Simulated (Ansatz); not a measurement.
The relaxed structure here is a generated cell of GaSe: the first start was made by placing the elements on the sites of a structure type, and the end was not matched to a known phase here, so it may be hypothetical. Known forms of GaSe include space group No. 194.

One stationary structure of GaSe. The numbers are results of PBEsol (plane waves to 420 eV, PAW, scalar-relativistic; Ansatz, an electronic-structure program), not measurements.

Pnnm (No. 58), oP8; a = 5.687 Å, b = 9.450 Å, c = 3.814 Å, α = β = γ = 90.00°.

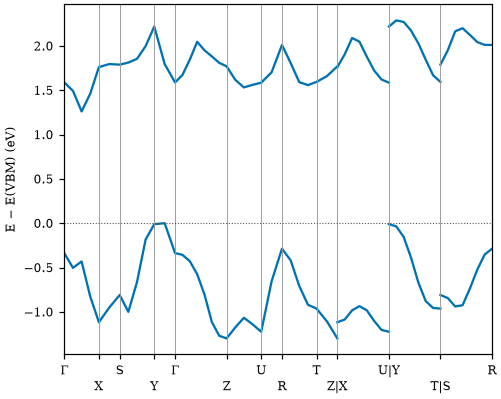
Highest filled and lowest empty band along the path of this cell's Brillouin zone

**Question.** Read off the gap and say whether it is direct.

**Answer.** 1.26 eV, indirect (valence top at 50 % of the way from Y to Γ, conduction bottom at 50 % of the way from Γ to X) (no spin-orbit coupling).

**Question.** How far does the top valence band disperse along this path?

**Answer.** About 1.3 eV.

No spin polarisation in the result.

It was reached from a disturbed copy of a Pnma (No. 62) cell (AFLOW prototype AB_oP8_62_c_c (B27, as in FeB)), against which it lies -0.18 eV/atom.
